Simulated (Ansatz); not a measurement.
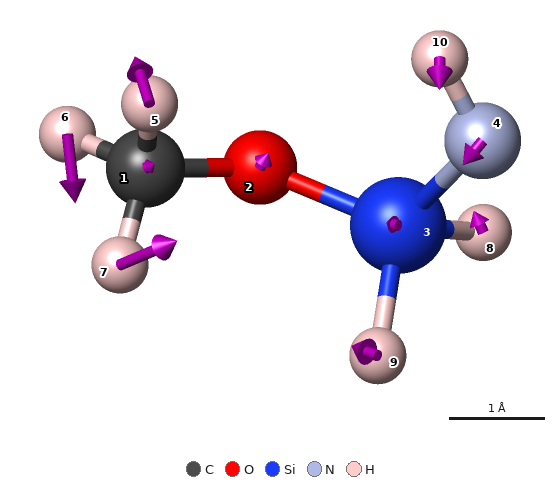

A relaxation of CH6NOSi (multiplicity 2). The starting structure is drawn; purple arrows show the displacements, magnified 5 times. The two geometries are superimposed by the best rigid fit.

The picture is a ball-and-stick view, seen from a free direction.

The start comes from PBE-D4/def2-SVP.

These are results of UKS PBE0-D4/def2-TZVP in Ansatz, not measurements.

Input
```yaml
crystal:
  periodic: [false, false, false]
  atoms:
    - {symbol: C, position_ang: [-0.544323, 1.384305, 0.452497]}
    - {symbol: O, position_ang: [-0.869506, 0.218855, -0.278812]}
    - {symbol: Si, position_ang: [0.000085, -1.216751, -0.188480]}
    - {symbol: N, position_ang: [1.576222, -1.324456, -0.951831]}
    - {symbol: H, position_ang: [0.421627, 1.835256, 0.124600]}
    - {symbol: H, position_ang: [-1.340915, 2.139884, 0.292641]}
    - {symbol: H, position_ang: [-0.472471, 1.190115, 1.548574]}
    - {symbol: H, position_ang: [-0.867024, -2.239854, -0.862082]}
    - {symbol: H, position_ang: [0.246152, -1.582311, 1.259045]}
    - {symbol: H, position_ang: [1.933452, -0.456143, -1.393353]}
basis:
  gaussian: {orbitals: def2-TZVP}
magnetization: {spin_polarized: true, initial_magnetization: 1}
hamiltonian: {xc: pbe0, dispersion: d4}
relax: {f_tol: 0.005, max_steps: 150}
```

Q: Atoms of which element are displaced furthest, and by how much?

A: Hydrogen: up to 0.18 Å, against 0.07 Å for nitrogen.

Q: What happened in the run?

A: The atom that moves furthest after the best rigid fit is H7 (0.18 Å). By element the largest moves are H 0.18 Å, N 0.07 Å, O 0.04 Å, Si 0.03 Å, C 0.02 Å. Some distances before and after: O2–Si3 1.681 → 1.640 Å, Si3–H9 1.513 → 1.491 Å, Si3–H8 1.501 → 1.481 Å, C1–H5 1.115 → 1.096 Å. Over 11 geometry steps the energy falls by 6.41 kJ/mol. Largest force component: 0.68 eV/Å at the start, 0.0032 eV/Å at the end. The run took about 2.6 core-minutes on a shared host.
